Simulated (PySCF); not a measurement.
The calculation's input:

```
{"job": {"xc": "B97-2", "basis": "6-31G*", "kind": "nmr", "pop": true}, "charge": 0, "multiplicity": 1}
C      0.600844    -2.377445     0.286706
C     -0.437643    -1.291696     0.301690
C     -1.728708    -1.622546     0.693828
C     -2.720537    -0.665999     0.785609
C     -2.426285     0.649296     0.480743
C     -1.154016     1.011671     0.066996
C     -0.863928     2.440991    -0.280188
C     -0.148953     0.037887    -0.031123
N      1.114243     0.493338    -0.490749
C      1.998302     1.033676     0.512800
C      1.788268    -0.240269    -1.532753
H      0.258157    -3.223425     0.879047
H      1.540731    -2.027553     0.706435
H      0.786590    -2.732216    -0.726907
H     -1.951895    -2.649733     0.947065
H     -3.715832    -0.944538     1.099048
H     -3.195369     1.405302     0.552646
H     -0.534010     2.990317     0.601970
H     -0.073796     2.492240    -1.024250
H     -1.758016     2.927924    -0.662646
H      2.571920     0.256772     1.043073
H      2.709796     1.712002     0.036377
H      1.419518     1.590046     1.246515
H      2.484024    -1.008605    -1.168110
H      2.366824     0.471340    -2.130234
H      1.048725    -0.706168    -2.180313
```

Command:

```sh
OMP_NUM_THREADS=1 python ens_run.py task.json out
```

Geometry: GFN2-xTB.

These are results of B97-2/6-31G*, SCF density, gas phase, non-relativistic in PySCF, not measurements.

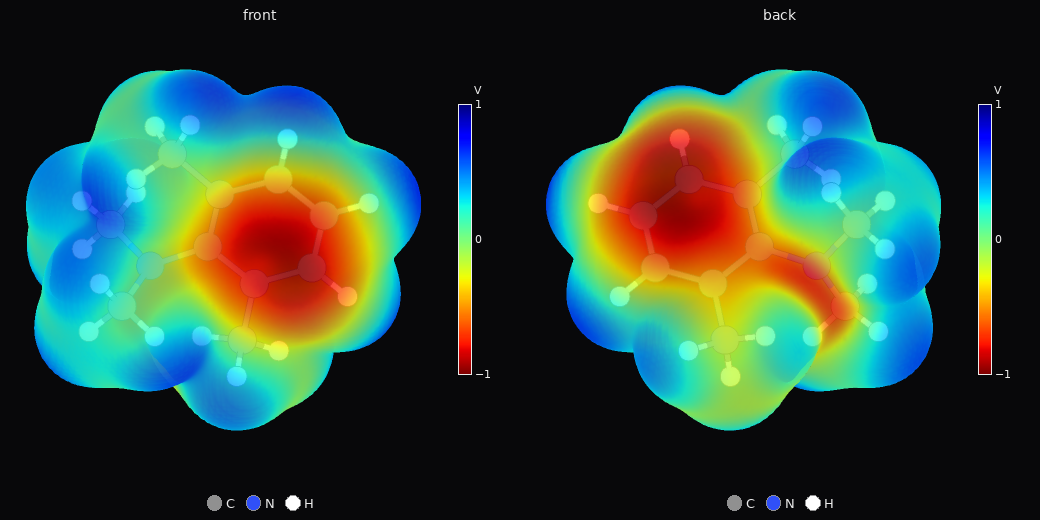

C$_{10}$H$_{15}$N (SMILES Cc1cccc(C)c1N(C)C). The electrostatic potential painted on the density surface at 0.002 e/bohr³, seen from the front and from behind; the colour scale runs from red (negative) to blue (positive).

Where is the surface potential most negative and most positive?

Answer. The most negative region (about −1.0 V) lies over the π face of C3, C4, C5 and C6, the most positive (about +0.7 V) over the H atoms.

How polar is the molecule by this calculation?

Answer. Its dipole moment is 0.86 D.
